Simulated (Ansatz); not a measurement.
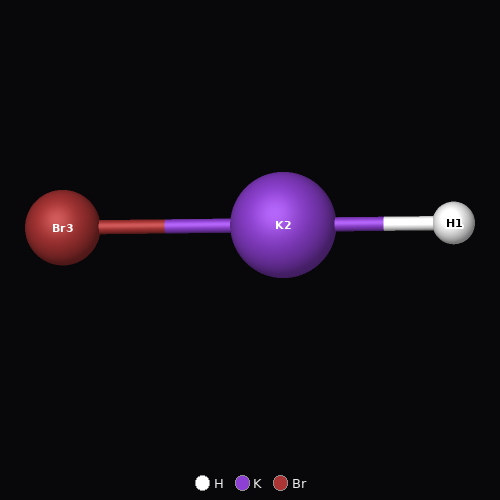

The system is H⁻ + KBr; the picture shows the reference structure. 
- First axis: distance H1–K2. Second axis: distance K2–Br3.
- Nothing is relaxed (the angle H1–K2–Br3 is fixed at 180 degrees).
- Grid: 17 × 17 points.
- Points are written as (first, second).
- Energies: kJ/mol, counted from the lowest grid point.
- The reference is spin-restricted, so regions where a bond is pulled apart into radicals lie too high.
- All numbers below come from RKS PBE0-D4/def2-SVPD in Ansatz.

Its coordinates:

```
atom    x (Å)   y (Å)   z (Å)
   H  -2.4180  0.0000  0.0000
   K   0.0000  0.0000  0.0000
  Br   3.1300  0.0000  0.0000
```

Range: distance H1–K2 from 1.872 to 3.472 Å; distance K2–Br3 from 2.584 to 4.184 Å.

Q: What landscape does the calculation give?

A: The lowest grid point is at (2.418 Å, 3.130 Å). No other kind of well shows on this grid. The highest grid point, (1.872 Å, 2.584 Å), lies 120 kJ/mol above the lowest. Round the minimum the two coordinates are weakly coupled (coupling 0.10 in units of the two stiffnesses).

```csv
"distance K2–Br3 ↓, distance H1–K2 →",1.916,2.054,2.225,2.418,2.629,2.855,3.093,3.343
4.055,80,55,39,37,43,52,63,80
3.805,70,44,29,25,31,42,54,69
3.567,61,34,18,14,19,30,44,60
3.341,54,27,10,5,9,19,33,49
3.130,51,23,6,0,4,13,26,41
2.937,55,27,9,2,5,13,26,40
2.766,70,42,23,15,17,25,36,50
2.628,96,67,47,39,40,47,58,71
```

The table holds every second grid line.

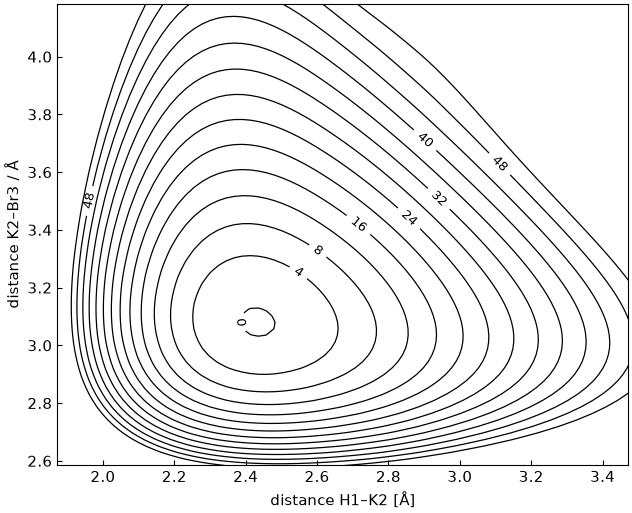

In the figure: contour lines labelled in kJ/mol (none above 52). Between grid points the surface is interpolated.

Each point was launched as `ansatz run input.yaml --threads 1 --pin off --max-ram 2560MiB --backend cpu --events-out ev --progress --plain --runs-dir out`. The whole map (289 points run) took 16 min on 1 thread of Arm Neoverse V2, with other jobs on the host.
